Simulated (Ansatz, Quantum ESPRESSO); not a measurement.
# Work-function anisotropy of Fe, part 5 of 7

Aim: the work function of the low-index faces of Fe, their order, and how far the functional matters.

Quantum ESPRESSO 7.5; plane-wave DFT, PBE, GBRV ultrasoft pseudopotentials; geometry and cross-check by Ansatz 0.2.0 with PAW datasets.

So far. Step 6 (Potential by pp.x of (110)): On (110) the work function under LDA lies +0.32 eV from PBE's. Step 7 (Geometry from Ansatz of (100)): The relaxation lowers the energy by 8 meV an atom. Held were the atoms numbered 3; the forces quoted are those on the free ones.

## 10. Ground state of (100), LDA

Level of this step: plane-wave DFT, LDA, GBRV ultrasoft pseudopotentials (Quantum ESPRESSO 7.5).

100.lda.in

```
&control
  prefix = '100.lda'
  outdir = './out'
  pseudo_dir = './pseudo'
  calculation = 'scf'
  tprnfor = .true.
/
&system
  ibrav = 0
  nat = 5
  ntyp = 1
  ecutwfc = 40
  ecutrho = 200
  occupations = 'smearing'
  smearing = 'mv'
  degauss = 0.02
  nspin = 2
  starting_magnetization(1) = 0.42
/
&electrons
  conv_thr = 1e-07
  mixing_beta = 0.4
  electron_maxstep = 120
  mixing_mode = 'local-TF'
/
ATOMIC_SPECIES
  Fe  55.8450  fe_lda_v1.5.uspp.F.UPF
CELL_PARAMETERS angstrom
  2.87000000000000 0.00000000000000 0.00000000000000
  0.00000000000000 2.87000000000000 0.00000000000000
  0.00000000000000 0.00000000000000 21.74000000000000
ATOMIC_POSITIONS crystal
  Fe  0.000000000000 0.000000000000 0.372043370179
  Fe  0.500000000000 0.500000000000 0.434014825566
  Fe  0.000000000000 0.000000000000 0.500000000000
  Fe  0.500000000000 0.500000000000 0.565985187776
  Fe  -0.000000000000 0.000000000000 0.627956650436
K_POINTS automatic
  10 10 1 0 0 0
```

Run with:

```bash
$ OMP_NUM_THREADS=1 mpirun -n 4 pw.x -nk 4 -in 100.lda.in > 100.lda.out
```

Numbers of over 12 decimals in the logs are rounded to 6 here.

Log:

```text
[banner, memory and clock lines left out]
Program PWSCF v.7.5 starts
[...]
Message from routine setup:
[...]
number of electrons       =        80.00
     number of Kohn-Sham states=           48
     kinetic-energy cutoff     =      40.0000  Ry
     charge density cutoff     =     200.0000  Ry
[...]
number of k points=    21  Marzari-Vanderbilt smearing, width (Ry)=  0.0200
[...]
Dense  grid:    57817 G-vectors     FFT dimensions: (  25,  25, 192)
[...]
negative rho (up, down):  3.438E-04 1.404E-04
     Starting wfcs are   65 randomized atomic wfcs
[...]
negative rho (up, down):  2.165E-02 1.253E-02
[...]
estimated scf accuracy    <      13.73888618 Ry
     total magnetization       =    15.52 Bohr mag/cell
     absolute magnetization    =    15.93 Bohr mag/cell
[...]
negative rho (up, down):  2.421E-02 2.291E-02
[...]
estimated scf accuracy    <       3.27593644 Ry
     total magnetization       =    15.20 Bohr mag/cell
     absolute magnetization    =    15.47 Bohr mag/cell
[...]
negative rho (up, down):  2.203E-02 2.028E-02
[...]
estimated scf accuracy    <       1.43752173 Ry
     total magnetization       =    13.11 Bohr mag/cell
     absolute magnetization    =    13.44 Bohr mag/cell
[...]
negative rho (up, down):  2.022E-02 1.859E-02
[...]
estimated scf accuracy    <       0.65015482 Ry
     total magnetization       =    13.59 Bohr mag/cell
     absolute magnetization    =    13.96 Bohr mag/cell
[...]
negative rho (up, down):  1.028E-02 1.032E-02
[...]
estimated scf accuracy    <       0.34803323 Ry
     total magnetization       =    13.71 Bohr mag/cell
     absolute magnetization    =    14.11 Bohr mag/cell
[...]
negative rho (up, down):  8.815E-03 8.839E-03
[...]
estimated scf accuracy    <       0.02260742 Ry
     total magnetization       =    13.13 Bohr mag/cell
     absolute magnetization    =    13.51 Bohr mag/cell
[...]
negative rho (up, down):  7.943E-03 7.987E-03
[...]
estimated scf accuracy    <       0.00484182 Ry
     total magnetization       =    13.28 Bohr mag/cell
     absolute magnetization    =    13.62 Bohr mag/cell
[...]
negative rho (up, down):  6.455E-03 6.530E-03
[...]
estimated scf accuracy    <       0.00162664 Ry
     total magnetization       =    13.26 Bohr mag/cell
     absolute magnetization    =    13.60 Bohr mag/cell
[...]
negative rho (up, down):  4.248E-03 4.391E-03
[...]
estimated scf accuracy    <       0.00095794 Ry
     total magnetization       =    13.27 Bohr mag/cell
     absolute magnetization    =    13.59 Bohr mag/cell
[...]
negative rho (up, down):  2.285E-03 2.547E-03
[...]
estimated scf accuracy    <       0.00056418 Ry
     total magnetization       =    13.27 Bohr mag/cell
     absolute magnetization    =    13.57 Bohr mag/cell
[...]
negative rho (up, down):  1.570E-03 1.912E-03
[...]
estimated scf accuracy    <       0.00011269 Ry
     total magnetization       =    13.26 Bohr mag/cell
     absolute magnetization    =    13.55 Bohr mag/cell
[...]
negative rho (up, down):  1.108E-03 1.513E-03
[...]
estimated scf accuracy    <       0.00007129 Ry
     total magnetization       =    13.26 Bohr mag/cell
     absolute magnetization    =    13.55 Bohr mag/cell
[...]
negative rho (up, down):  6.582E-04 1.113E-03
[...]
estimated scf accuracy    <       0.00015061 Ry
     total magnetization       =    13.26 Bohr mag/cell
     absolute magnetization    =    13.55 Bohr mag/cell
[...]
negative rho (up, down):  4.763E-04 9.177E-04
[...]
estimated scf accuracy    <       0.00005041 Ry
     total magnetization       =    13.26 Bohr mag/cell
     absolute magnetization    =    13.56 Bohr mag/cell
[...]
negative rho (up, down):  3.758E-04 8.098E-04
[...]
estimated scf accuracy    <       0.00000707 Ry
     total magnetization       =    13.27 Bohr mag/cell
     absolute magnetization    =    13.57 Bohr mag/cell
[...]
negative rho (up, down):  3.630E-04 7.980E-04
[...]
estimated scf accuracy    <       0.00000152 Ry
     total magnetization       =    13.26 Bohr mag/cell
     absolute magnetization    =    13.56 Bohr mag/cell
[...]
negative rho (up, down):  3.837E-04 8.170E-04
[...]
estimated scf accuracy    <       0.00000068 Ry
     total magnetization       =    13.26 Bohr mag/cell
     absolute magnetization    =    13.56 Bohr mag/cell
[...]
negative rho (up, down):  3.888E-04 8.186E-04
[...]
estimated scf accuracy    <       0.00000045 Ry
     total magnetization       =    13.26 Bohr mag/cell
     absolute magnetization    =    13.56 Bohr mag/cell
[...]
negative rho (up, down):  3.932E-04 8.224E-04
[...]
the Fermi energy is     2.9522 ev
!    total energy              =   -1251.27244712 Ry
     estimated scf accuracy    <       0.00000003 Ry
     smearing contrib. (-TS)   =       0.00145884 Ry
     internal energy E=F+TS    =   -1251.27390597 Ry
[...]
one-electron contribution =   -9283.34277981 Ry
     hartree contribution      =    4644.80134209 Ry
     xc contribution           =    -143.96958761 Ry
     ewald contribution        =    3531.23711936 Ry
     total magnetization       =    13.26 Bohr mag/cell
     absolute magnetization    =    13.56 Bohr mag/cell
     convergence has been achieved in  19 iterations
     negative rho (up, down):  3.932E-04 8.224E-04
[...]
Total force =     0.045859     Total SCF correction =     0.001297
[...]
```

Elapsed: 90 s, on 4 MPI ranks of Arm Neoverse V2, shared host; peak memory 0.62 GiB.

This step gave:

```
free energy            : -17024.4289 eV
Fermi energy           : 2.952 eV
magnetization          : 13.26 μB
absolute magnetization : 13.56 μB
site moments           : 2.903, 2.324, 2.508, 2.324, 2.903 μB
```

## 11. Electrostatic potential of (100)

100.lda.pot.in

```
&inputpp
  prefix = '100.lda'
  outdir = './out'
  filplot = '100.lda.pot.dat'
  plot_num = 11
/
```

Run with:

```bash
$ OMP_NUM_THREADS=1 mpirun -n 4 pp.x -in 100.lda.pot.in > 100.lda.pot.out
```

Run time: 0.74 s. Hardware: 4 MPI ranks; peak memory 0.11 GiB.

Read from the output:

```
work function of the upper face                                       : 4.221 eV
slope of the potential above                                          : 2.52e-4 eV/Å
upper vacuum line continued to the top atoms, over the Fermi level    : 4.219 eV
work function of the lower face                                       : 4.221 eV
slope of the potential below                                          : -1.62e-4 eV/Å
lower vacuum line continued to the bottom atoms, over the Fermi level : 4.220 eV
```

On (100) the work function under LDA lies +0.37 eV from PBE's.

## 12. Geometry from Ansatz of (111)

Level of this step: plane-wave DFT, PBE, Ansatz PAW (Ansatz 0.2.0).

System of this step: Fe(111), 9 layers. The cell holds 9 atoms: 9 Fe. Cell: a = 4.059 Å, b = 4.059 Å, c = 22.628 Å, α = 90.0°, β = 90.0°, γ = 60.0°. It derives from Fe. Vacuum lies along c.

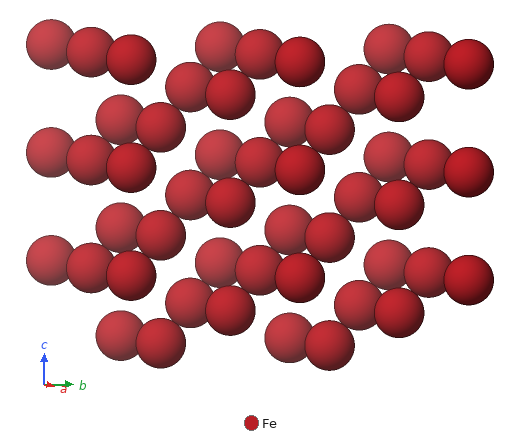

The cell of this step (iron red). 2×2×1 cells are drawn. Some periodic images of atoms are drawn too.

input.yaml

```yaml
crystal:
  lattice:
    - [4.058792924, 0.0, 0.0]
    - [2.029396462, 3.5150177809, 0.0]
    - [0.0, 0.0, 22.6279810903]
  atoms:
    - { symbol: Fe, position: [0.3333333333, 0.3333333333, 0.3535445769], spin: 2.5 }
    - { symbol: Fe, position: [0.6666666667, 0.6666666667, 0.3901584327], spin: 2.5 }
    - { symbol: Fe, position: [0.0, 0.0, 0.4267722884], spin: 2.5 }
    - { symbol: Fe, position: [0.3333333333, 0.3333333333, 0.4633861442], spin: 2.5 }
    - { symbol: Fe, position: [0.6666666667, 0.6666666667, 0.5], spin: 2.5 }
    - { symbol: Fe, position: [0.0, 0.0, 0.5366138558], spin: 2.5 }
    - { symbol: Fe, position: [0.3333333333, 0.3333333333, 0.5732277116], spin: 2.5 }
    - { symbol: Fe, position: [0.6666666667, 0.6666666667, 0.6098415673], spin: 2.5 }
    - { symbol: Fe, position: [0.0, 0.0, 0.6464554231], spin: 2.5 }
magnetization:
  spin_polarized: true
kpoints:
  mp_grid: { grid: [12, 12, 1] }
hamiltonian:
  xc: pbe
scf:
  occupations: { method: fermi_dirac, width: 0.1 }
  convergence: { dr2_threshold: 1.0e-08 }
efield:
  axis: 3
  dipole_correction: true
  ramp_position: 0.97
  ramp_width: 0.04
relax:
  f_tol: 0.01
  constraints: [{ sites: [2, 3, 4, 5, 6] }]
output:
  write_potential: true
  write_density: true
  volumetric_format: npy
```

Run with:

```bash
$ ansatz run input.yaml --threads 4 --pin off --max-ram 16384MiB --backend cpu --events-out ev --progress --plain --runs-dir out
```

Log:

```text
[...]
Crystal: 9 atoms, lattice volume = 322.827 Å³
Basis set: ecut = 420 eV, 6303 PW (Γ), exchange–correlation on 60×60×320 points (8 copies of the dense FFT grid, shifted against one another)
Bands: 100, of which v1, the nominal top of the filled ones, is band 72 counted from 1 (71 counted from 0)
Symmetry: 6 space group operations
k-points: 19 of 144 (time reversal used)
[...]
Starting moments: Σ|m| = 22.5 μB on 9 of 9 sites
[...]
SCF iter   1: F=—  HF=-40317.765429 eV  |F-HF|=—  |Δ(HF+E_count)|=         —  Δρ=4.18e-2 (↑1.56e-2 ↓4.18e-2)  dr2=2.35e1  dr2_m=1.43e0  M=22.189 μB ∫|m|=22.458 μB  β_m=1.00  ethr=3.10e-3  p=-0.000 e·Å  D=-2.54e-6 V/Å  ΔV_dip=0.00 eV  dr2_dipole=8.44e-9  V_vac-E_F(+/−)=7.38/7.38 eV  ⟨swp⟩=10.2  Hψ=19097  notcnv=0  defer=98
[...]
SCF iter  16: F=-40319.419052 eV  HF=-40319.419052 eV  |F-HF|=1.80e-9  |Δ(HF+E_count)|=   6.34e-9  Δρ=5.88e-7 (↑5.88e-7 ↓3.57e-7)  dr2=2.34e-9  dr2_m=2.52e-10  M=23.500 μB ∫|m|=24.524 μB  ethr=4.05e-12  p=-0.000 e·Å  D=-1.67e-6 V/Å  ΔV_dip=0.00 eV  dr2_dipole=1.25e-10  V_vac-E_F(+/−)=3.79/3.79 eV  ⟨swp⟩=6.5  Hψ=21420  notcnv=0
SCF 1 converged in 16 iterations: F = -40319.419052 eV  dr2 = 2.34e-9
[...]
relax step   1: F+E_penalty+E_count = -40319.41905216 eV  Δ(F+E_penalty+E_count) = +0.000e0 eV  max|allowed force component| = 8.588e-1 eV/Å  Δτ_max = 0.0000 Å  (16 SCF iters, accepted)
[...]
SCF iter  12: F=-40319.584780 eV  HF=-40319.584780 eV  |F-HF|=2.39e-9  |Δ(HF+E_count)|=   1.00e-9  Δρ=5.35e-7 (↑5.35e-7 ↓3.98e-7)  dr2=2.47e-9  dr2_m=4.45e-11  M=23.174 μB ∫|m|=24.154 μB  ethr=1.00e-12  p=-0.000 e·Å  D=-8.57e-7 V/Å  ΔV_dip=0.00 eV  dr2_dipole=1.88e-10  V_vac-E_F(+/−)=3.85/3.85 eV  ⟨swp⟩=5.1  Hψ=21575  notcnv=0
SCF 2 converged in 12 iterations: F = -40319.584780 eV  dr2 = 2.47e-9
[...]
relax step   2: F+E_penalty+E_count = -40319.58477962 eV  Δ(F+E_penalty+E_count) = -1.657e-1 eV  max|allowed force component| = 4.726e-1 eV/Å  Δτ_max = 0.0948 Å  (12 SCF iters, accepted)
SCF iter   1: F=—  HF=-40319.585829 eV  |F-HF|=—  |Δ(HF+E_count)|=         —  Δρ=8.40e-3 (↑6.18e-3 ↓8.40e-3)  dr2=2.48e-1  dr2_m=1.31e-1  M=22.785 μB ∫|m|=23.741 μB  β_m=1.00  ethr=1.75e-3  p=0.000 e·Å  D=3.74e-6 V/Å  ΔV_dip=-0.00 eV  dr2_dipole=3.74e-9  V_vac-E_F(+/−)=3.83/3.83 eV  ⟨swp⟩=5.1  Hψ=9432  notcnv=0  defer=209
[...]
SCF iter  13: F=-40319.637962 eV  HF=-40319.637962 eV  |F-HF|=2.35e-9  |Δ(HF+E_count)|=  2.55e-10  Δρ=5.27e-7 (↑5.27e-7 ↓4.15e-7)  dr2=2.35e-9  dr2_m=6.52e-11  M=22.660 μB ∫|m|=23.587 μB  ethr=5.03e-12  p=0.000 e·Å  D=1.93e-6 V/Å  ΔV_dip=-0.00 eV  dr2_dipole=1.21e-10  V_vac-E_F(+/−)=3.93/3.93 eV  ⟨swp⟩=6.8  Hψ=21576  notcnv=0
SCF 3 converged in 13 iterations: F = -40319.637962 eV  dr2 = 2.35e-9
relax step   3: F+E_penalty+E_count = -40319.63796174 eV  Δ(F+E_penalty+E_count) = -5.318e-2 eV  max|allowed force component| = 1.392e-1 eV/Å  Δτ_max = 0.1026 Å  (13 SCF iters, accepted)
[...]
relax step   4: F+E_penalty+E_count = -40319.64055033 eV  Δ(F+E_penalty+E_count) = -2.589e-3 eV  max|allowed force component| = 5.672e-2 eV/Å  Δτ_max = 0.0268 Å  (12 SCF iters, accepted)
SCF iter   1: F=—  HF=-40319.640591 eV  |F-HF|=—  |Δ(HF+E_count)|=         —  Δρ=5.80e-4 (↑5.01e-4 ↓5.80e-4)  dr2=6.05e-4  dr2_m=7.21e-4  M=22.765 μB ∫|m|=23.703 μB  β_m=1.00  ethr=4.74e-6  p=0.000 e·Å  D=2.41e-6 V/Å  ΔV_dip=-0.00 eV  dr2_dipole=3.95e-10  V_vac-E_F(+/−)=3.90/3.90 eV  ⟨swp⟩=2.7  Hψ=7282  notcnv=0  defer=256
[...]
SCF iter  10: F=-40319.640977 eV  HF=-40319.640977 eV  |F-HF|=5.47e-9  |Δ(HF+E_count)|=   6.39e-9  Δρ=7.83e-7 (↑7.61e-7 ↓7.83e-7)  dr2=6.40e-9  dr2_m=2.24e-10  M=22.763 μB ∫|m|=23.699 μB  ethr=6.15e-12  p=0.000 e·Å  D=2.52e-6 V/Å  ΔV_dip=-0.00 eV  dr2_dipole=3.68e-11  V_vac-E_F(+/−)=3.91/3.91 eV  ⟨swp⟩=7.1  Hψ=22053  notcnv=0
SCF 5 converged in 10 iterations: F = -40319.640977 eV  dr2 = 6.40e-9
relax step   5: F+E_penalty+E_count = -40319.64097657 eV  Δ(F+E_penalty+E_count) = -4.262e-4 eV  max|allowed force component| = 9.892e-4 eV/Å  Δτ_max = 0.0076 Å  (10 SCF iters, accepted)
[...]
SCF converged after 10 iterations
Magnetization: 22.7627 μB (83.3814 up, 60.6186 down)
Absolute magnetization: 23.7002 μB (∫|ρ↑−ρ↓|, with the PAW one-centre terms)
[...]
Per-site moments (μB) at R_I (Å): [(2.771385, 0.951758), (2.387621, 0.980941), (2.500982, 1.011355), (2.328585, 0.951758), (2.384331, 0.980941), (2.328586, 0.951758), (2.500982, 1.011355), (2.387622, 0.980941), (2.771387, 0.951758)]
Free energy (F): -40319.640977 eV
[...]
Internal energy: -40319.300670 eV  (E = F + TS)
E sigma→0 (E₀):  -40319.470823 eV
Entropy (-TS):   -0.340306 eV (-37.812 meV/atom)
Fermi energy:    3.305234 eV
Dipole field:    D = 0.000009 V/Å  (p = 0.000016 e·Å, saw-weighted, corrected)
Work function:   Φ+ = 3.9148 eV   Φ− = 3.9150 eV
[...]
--- Forces (eV/Å), atoms counted from 1 ---
  atom   1  Fe     0.00000000    -0.00000000     0.00021541
  atom   2  Fe     0.00000000     0.00000000    -0.00098923
  atom   3  Fe     0.00000000     0.00000000    -0.51443537
  atom   4  Fe     0.00000000     0.00000000     0.23711211
  atom   5  Fe     0.00000000    -0.00000000     0.00000587
  atom   6  Fe    -0.00000000    -0.00000000    -0.23710924
  atom   7  Fe    -0.00000000    -0.00000000     0.51443805
  atom   8  Fe    -0.00000000    -0.00000000     0.00097492
  atom   9  Fe    -0.00000000     0.00000000    -0.00021990
  max |Σ_I F_I| component: 7.38e-6 eV/Å
--- Band table (eV; the first three rows and the last of 38) ---
  k-point 0 ↑: bands = [... 68 lower, 2.1012, 2.1012, 2.1552, 2.1552, 2.2875, 2.2875, 2.3568, 2.4405, ... 24 higher]
  k-point 1 ↑: bands = [... 68 lower, 2.0446, 2.0829, 2.1559, 2.1848, 2.2883, 2.3102, 2.3688, 2.4320, ... 24 higher]
  k-point 2 ↑: bands = [... 68 lower, 1.9644, 2.0695, 2.1214, 2.2049, 2.2877, 2.3382, 2.3622, 2.3874, ... 24 higher]
  k-point 18 ↓: bands = [... 68 lower, 4.3561, 4.4887, 4.5900, 4.5900, 4.7925, 4.8129, 4.8129, 4.9542, ... 24 higher]
--- Relaxed structure (5 steps of the walk, 5 accepted, 0 SCFs on fresh bases) ---
  F+E_penalty+E_count = -40319.64097657 eV   max|allowed force component| = 9.892e-4 eV/Å
  atoms:
    - { symbol: Fe, position: [0.333333, 0.333333, 0.361420] }
    - { symbol: Fe, position: [0.666667, 0.666667, 0.394907] }
    - { symbol: Fe, position: [0.0, 0.0, 0.426772] }
    - { symbol: Fe, position: [0.333333, 0.333333, 0.4633861442] }
    - { symbol: Fe, position: [0.666667, 0.666667, 0.500000] }
    - { symbol: Fe, position: [0.0, 0.0, 0.536614] }
    - { symbol: Fe, position: [0.333333, 0.333333, 0.5732277116] }
    - { symbol: Fe, position: [0.666667, 0.666667, 0.605093] }
    - { symbol: Fe, position: [0, 0, 0.638580] }
```

Wall time 4.2 min (4 threads); peak memory 1.5 GiB.

Step by step:

```
step  energy less that of the first step (eV)  largest force component (eV/Å)
   1                                   0.0000                          0.8588
   2                                  -0.1657                          0.4726
   3                                  -0.2189                          0.1392
   4                                  -0.2215                          0.0567
   5                                  -0.2219                          0.0010
```

Forces are held to the 6 operations that the run works with; a distortion that breaks them can't arise in this run.

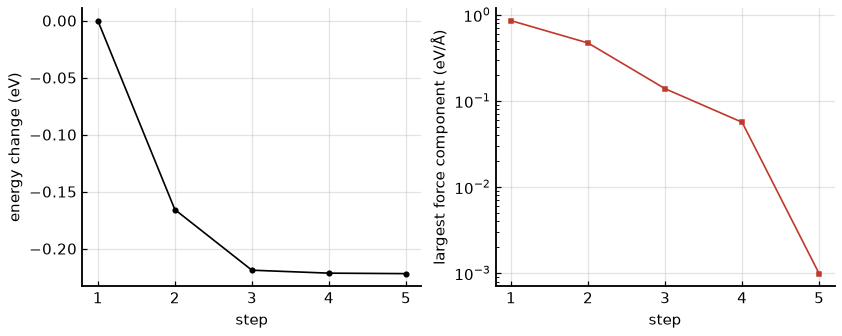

Energy and largest force along the relaxation.

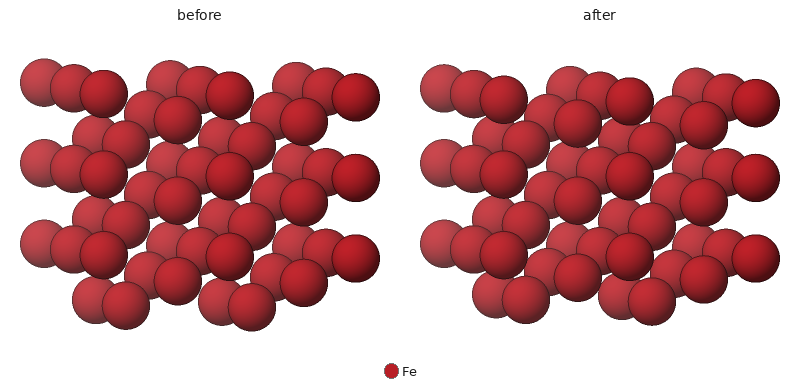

The structure before and after the relaxation, drawn at the same scale.

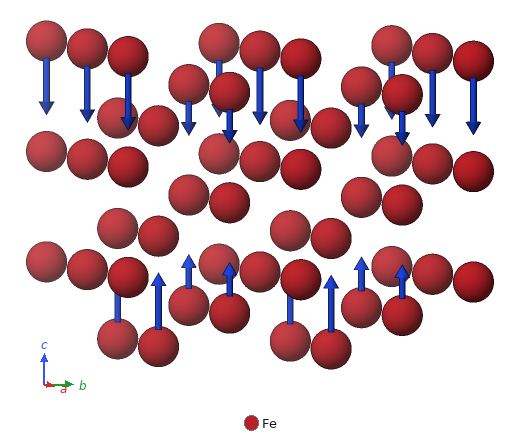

Displacements in the relaxation, exaggerated; the longest in the cell stands for 0.18 Å. 2×2×1 cells are drawn. Some periodic images of atoms are drawn too.

The atoms that moved most (Å):

```
atom     dx     dy      dz  length
 Fe1  0.000  0.000   0.178   0.178
 Fe9  0.000  0.000  -0.178   0.178
 Fe2  0.000  0.000   0.107   0.107
 Fe8  0.000  0.000  -0.107   0.107
```

The relaxation lowers the energy by 25 meV an atom. Held were the atoms numbered 3, 4, 5, 6 and 7; the forces quoted are those on the free ones.

Numbers from this step:

* free energy: -40319.6410 eV
* energy at zero smearing: -40319.4708 eV
* smearing term TS: 0.3403 eV
* Fermi energy: 3.305 eV
* magnetization: 22.76 μB
* absolute magnetization: 23.70 μB
* symmetry operations: 6
* work function of the upper face: 3.915 eV
* work function of the lower face: 3.915 eV
* dipole along the normal: 1.59e-5 e·Å

[end of part 5 of 7]

[Logs are printed without paths, hosts, clocks, repeated set-up lines and the standing remarks that a program may print on its own settings, such as how far it seeks lower states.]

[Hosts, paths, dates, database ids (printed as entryN), source tags and the programs' standing remarks are cut or masked in the printed files.]

[Maps of the electrostatic potential energy from Ansatz leave out the sawtooth potential of an applied field or a dipole correction, so their vacuum need not be flat; planar profiles and work functions include it.]
